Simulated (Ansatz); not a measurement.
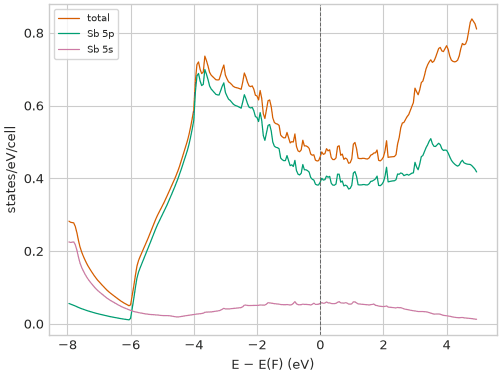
Figure. Total and projected density of states of Sb (simple cubic, Pm-3m), r²SCAN in the plane-wave PAW code Ansatz

Task: Which orbitals carry the states next to the Fermi level?

Result: Within 0.5 eV of the Fermi level: Sb 5p 85 %, Sb 5s 12 %. Projections are on Löwdin-orthogonalised atomic valence shells; empty p or d shells of many metals are not among them.

Task: Where is the tallest occupied peak in this window, and what makes it?

Result: Near -3.6 eV, about 0.74 states/eV per cell; the largest projected share is Sb 5p.

The first step of the workflow began from a Materials Project structure, measured or hypothetical; the Crystallography Open Database files this formula in space group No. 221, but the cells were not matched. It is not the phase usual at ambient conditions (space group No. 166). Symmetry was held in the r²SCAN relaxation; its stability against distortions is not shown here. Scalar-relativistic: spin–orbit coupling is off unless named, which matters more the heavier the elements.

Potentials: the later of the program's two PAW sets.
